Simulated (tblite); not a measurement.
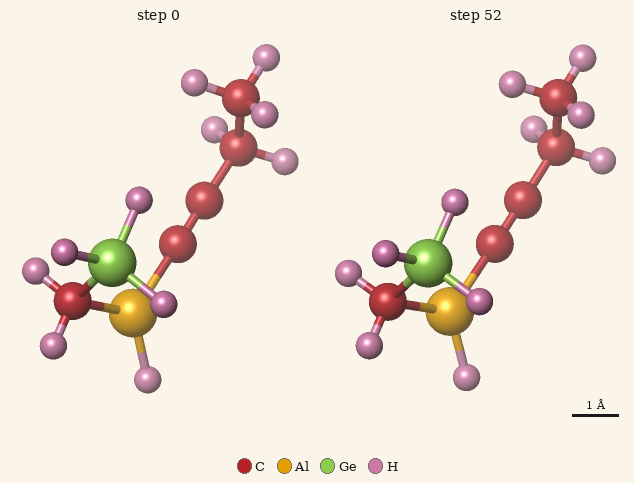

The structure of C5H11AlGe before (left) and after (right) a relaxation, at one scale.

The picture is a ball-and-stick view, seen from a free direction.

All numbers below come from tblite 0.8.0, GFN2-xTB geometry optimisation, gas phase. 

Q: What changed between the two?

A: The energy falls by 19.8 kJ/mol in 52 geometry steps. The largest move after the best rigid fit is that of an H atom, 0.13 Å. Largest moves by element: H 0.13 Å, C 0.08 Å, Al 0.04 Å, Ge 0.03 Å. Among the contacts that change: Ge–H 1.559 → 1.497 Å, Al–H 1.592 → 1.547 Å, C–C 1.479 → 1.450 Å, C–Ge 1.947 → 1.972 Å. Among the angles between lasting bonds that change: Al–C–H 109.6° → 115.0°, C–Al–H 120.2° → 116.4°, C–Ge–H 109.3° → 113.1°. The run took 0.68 s on 1 thread of Arm Neoverse N1, with other jobs on the host.
